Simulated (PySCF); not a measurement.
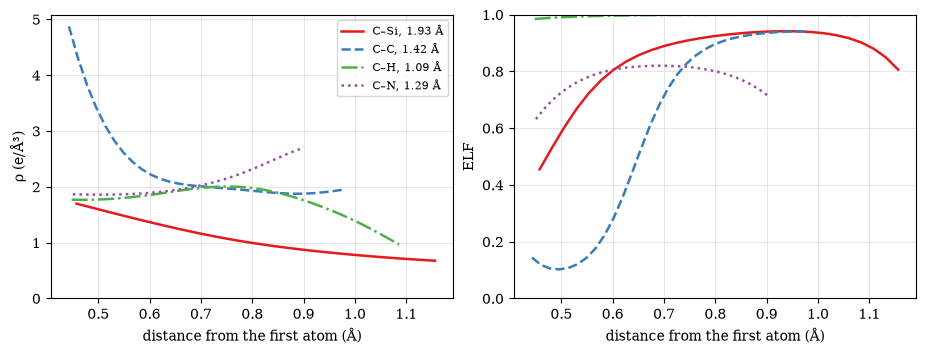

Figure. C5H9N2Si (SMILES [SiH3]CC1=C[N]CN=C1) (doublet). Total electron density and electron localisation function along straight lines between neighbouring atoms. The curves leave out the atomic cores.

Geometry: GFN2-xTB.

Method: UKS B3LYP, pcH-1 on C H N Si, non-relativistic, mean-field spin-orbit, GIAO in PySCF 2.14.0, density-fitted response routines.

Input

```
{"job": {"kind": "epr", "basis": "pcH-1"}, "charge": 0, "multiplicity": 2}
Si    -2.533429     0.397176    -0.040544
C     -1.296432    -0.972519     0.512129
C      0.074136    -0.449778     0.431688
C      0.850318    -0.528951    -0.750966
N      2.039921    -0.054023    -0.872989
C      2.622776     0.599382     0.253951
N      1.879803     0.730763     1.465060
C      0.694713     0.231498     1.507886
H     -2.376238     1.540565     0.855881
H     -3.880435    -0.164392     0.057113
H     -2.223435     0.768095    -1.420164
H     -1.536778    -1.269497     1.533260
H     -1.418178    -1.837214    -0.140596
H      0.437957    -1.021705    -1.626658
H      2.930016     1.610516    -0.064619
H      3.568818     0.082998     0.493533
H      0.159468     0.349117     2.445585
```

Launched as:

```sh
OMP_NUM_THREADS=1 python probes_run.py task.json out
```

Q: Compare the contacts.

A: C–Si (1.93 Å): ρ is about 0.81 e/Å³ halfway; the ELF peaks at about 0.95 between the atoms: localised, covalent bonding.
C–C (1.42 Å): ρ at the midpoint is about 2 e/Å³; the ELF peaks at about 0.95 between the atoms, as expected for a covalent bond.
C–H (1.09 Å): ρ at the midpoint is about 1.8 e/Å³; the ELF is about 1 at the midpoint (a covalent bond by its length).
C–N (1.29 Å): ρ is about 1.9 e/Å³ halfway; the ELF peaks at about 0.80 between the atoms, as expected for a covalent bond.
